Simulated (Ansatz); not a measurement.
# Al2ClFH4O: what the fields show

Input file:

```
crystal:
  periodic: [false, false, false]
  atoms:
    - { symbol: Al, position_ang: [0.0, 0.0, 0.0] }
    - { symbol: Cl, position_ang: [0.0, 0.0, 2.58] }
    - { symbol: H, position_ang: [1.351, 0.0, -0.78] }
    - { symbol: F, position_ang: [-1.4635, 0.0, -0.845] }
    - { symbol: O, position_ang: [0.0869, -1.972, 0.6559] }
    - { symbol: Al, position_ang: [-0.7289, -3.3458, -0.1287] }
    - { symbol: H, position_ang: [0.021, -4.7026, -0.3023] }
    - { symbol: H, position_ang: [-2.1939, -3.1929, -0.6426] }
    - { symbol: H, position_ang: [0.0622, -1.4098, 1.8287] }
basis:
  gaussian: { orbitals: def2-SVP }
hamiltonian:
  xc: b3lyp
  dispersion: d4
relax:
  f_tol: 0.15
  max_steps: 25
  restrain:
    - { distance: [0, 4], at: 2.98, k: 30.0 }
    - { distance: [8, 1], at: 2.57, k: 30.0 }
    - { distance: [0, 1], at: 2.23, k: 30.0 }
    - { distance: [8, 4], at: 1.01, k: 30.0 }
output:
  orbitals: {}
```

Command:

```sh
ansatz run input.yaml --threads 2 --pin off --max-ram 3072MiB --backend cpu --events-out ev --progress --plain --runs-dir out
```

The fields are those of the run's last geometry, not of the input's.

Not at a stationary point (largest force 1.8 eV/Å).

Theory: Ansatz 0.2.0, RKS B3LYP-D4/def2-SVP.

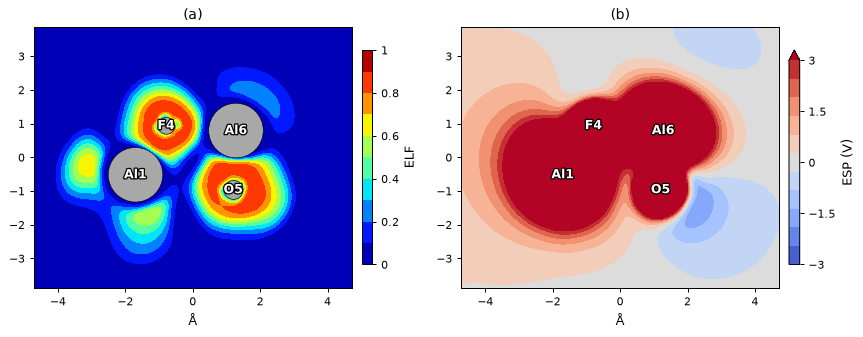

Figure 1. (a) ELF; (b) electrostatic potential on the plane of atoms F4, Al6 and O5. Grey discs cover the atomic cores in the ELF map.

What do the fields say about this system?

Answer.
- The plane passes through Al, F and O nuclei.
- Al–F (1.73 Å): the ELF peaks at about 0.85 in the valence shell of F, 0.6 Å from its nucleus, and is about 0.30 at the midpoint.
- Al–O (1.76 Å): the ELF peaks at about 0.90 in the valence shell of O, 0.6 Å from its nucleus, and is about 0.45 at the midpoint.
- The ELF also peaks beside O5 and F4, away from the bonds: lone-pair regions.
- Outside the dense part of the molecule the potential is most negative (−1.9 V) near O5.

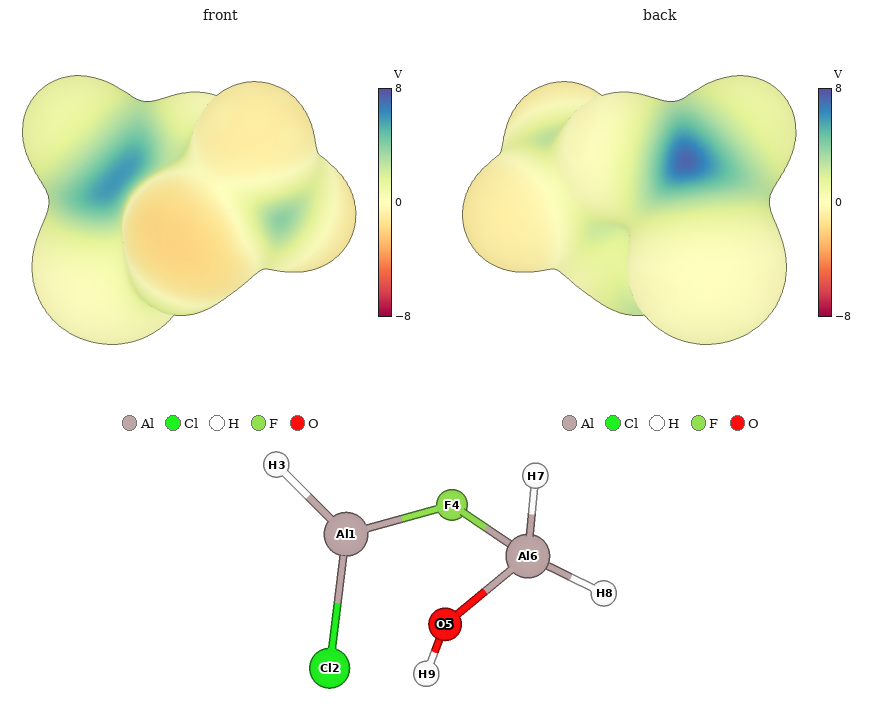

Figure 2. The molecular electrostatic potential painted on the density surface at 0.004 e/bohr³, seen from the front and from behind; red is negative and blue positive. The bare structure is drawn below in the same view.

Where is the surface potential most negative and most positive?

Answer. The most negative region (about −1.9 V) lies over O5, the most positive (about +6.6 V) over Al1. O5 is the likeliest acceptor of a hydrogen bond.

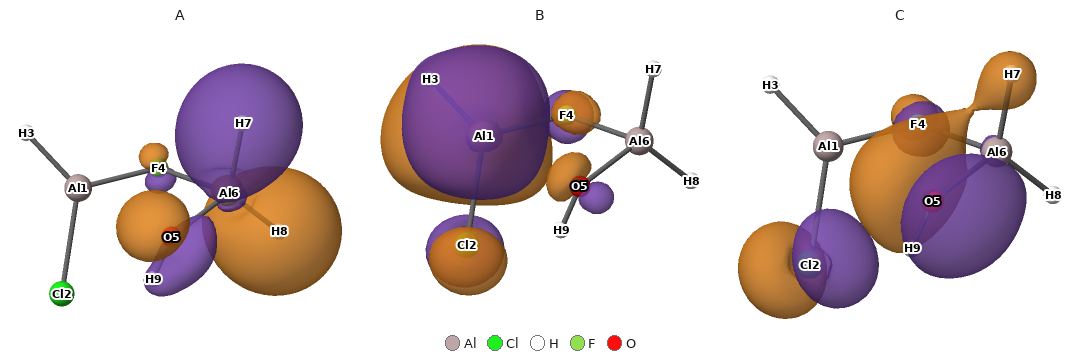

Figure 3. Three frontier orbitals at ±0.08 Å⁻³ᐟ² (orange and purple are the two phases), in no order.

Order the three orbitals by energy and name them.

Answer. C is the HOMO−1 (−8.47 eV). It lies mainly on O5 (about 70 %) and Cl2 (about 15 %); largely a lone pair of O5. A is the HOMO (−7.54 eV). It lies mainly on H8 (about 30 %), Al6 (about 30 %), H7 (about 25 %) and O5 (about 10 %). B is the LUMO (−1.93 eV). It lies mainly on Al1 (about 75 %), Cl2 (about 10 %) and H3 (about 5 %).

What is the HOMO–LUMO gap?

Answer. 5.61 eV between the orbital energies.
